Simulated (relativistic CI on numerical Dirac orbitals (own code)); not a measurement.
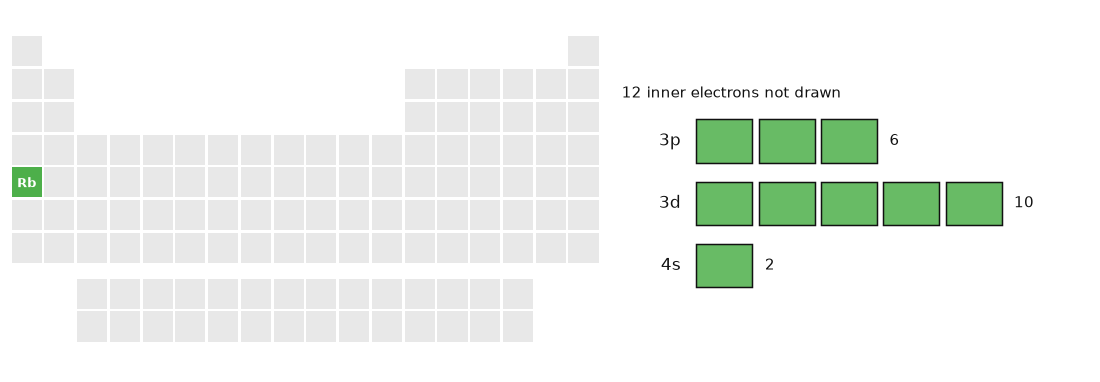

Left, the place of rubidium in the periodic table; right, the outer shells of the leading configuration of the lowest level: a box for each of the 2l + 1 orbitals, shaded by the share of the shell that is filled, with the electron count at the right.

Relativistic CI calculation for Rb⁷⁺

Rb⁷⁺. Computed at this level: non-relativistic limit (c times 1000) of the Dirac-Coulomb CI, KLI orbitals optimised for each configuration (relativistic CI on numerical Dirac orbitals, in-house).

### Key numbers

- outcome: converged
- lowest level: 4s² ¹S₀
- first excited level: 4s 4p ³P°₀, 123,668 cm⁻¹
- levels computed: 104
- SCF iterations: 141
- hardware: 1 CPU thread, shared host

### Notes

Relativity is left out, which matters for an atom this heavy. Caveats: configurations can be misplaced by up to about 7 % of their energy; only a limited list of configurations is included, so lower levels can be missing.

### The input
```
atom Rb  Z=37  charge=7  electrons=30
nucleus A=85  rms_radius_fm=4.2036
hamiltonian dirac-coulomb  breit=off  qed=off  c_scale=1000
orbitals kli  potential=per-configuration
slater_scale 1
correlation none
mixing on
configurations
  [Ar] 3d10 4s2
  [Ar] 3d10 4s 4p
  [Ar] 3d10 4p2
  [Ar] 3d10 4s 4d
  [Ar] 3d10 4d2
  [Ar] 3d10 4s 4f
  [Ar] 3d10 4p 4d
  [Ar] 3d10 4p 5s
  [Ar] 3d10 4s 5s
  [Ar] 3d10 4f2
  [Ar] 3d10 4p 4f
  [Ar] 3d10 4s 5p
  [Ar] 3d10 4s 5d
  [Ar] 3d10 4d 5s
  [Ar] 3d10 4s 6s
  [Ar] 3d10 4d 4f
end
```

The program writes its results to a structured record and prints no log; tables and figures of this report are taken from that record.

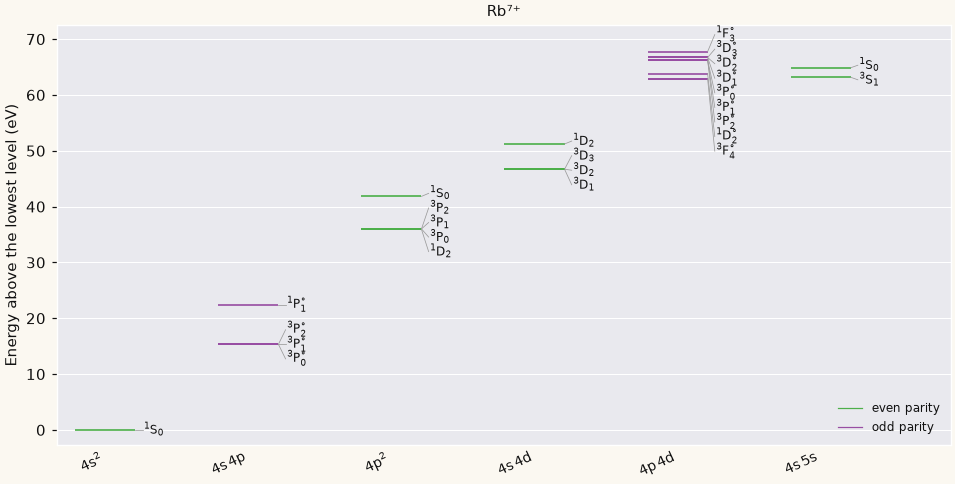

Level diagram of Rb VIII (Rb⁷⁺). The lowest level is 4s² ¹S₀. The first excited level, 4s 4p ³P°₀, lies at 15.3 eV. It is also the lowest level of opposite parity. The levels are close to LS coupling (mean leading weight 96 % in LS and 72 % in jj).

| Configuration | Level | E (eV) |
| --- | --- | --- |
| 4s² | ¹S₀ | 0 |
| 4s 4p | ³P°₀ | 15.33 |
| 4s 4p | ³P°₁ | 15.33 |
| 4s 4p | ³P°₂ | 15.33 |
| 4s 4p | ¹P°₁ | 22.46 |
| 4p² | ¹D₂ | 35.92 |
| 4p² | ³P₀ | 36.01 |
| 4p² | ³P₁ | 36.01 |
| 4p² | ³P₂ | 36.01 |
| 4p² | ¹S₀ | 41.83 |
| 4s 4d | ³D₁ | 46.69 |
| 4s 4d | ³D₂ | 46.69 |
| 4s 4d | ³D₃ | 46.69 |
| 4s 4d | ¹D₂ | 51.22 |
| 4p 4d | ³F°₂ | 62.88 |
| 4p 4d | ³F°₃ | 62.88 |
| 4p 4d | ³F°₄ | 62.88 |
| 4s 5s | ³S₁ | 63.17 |
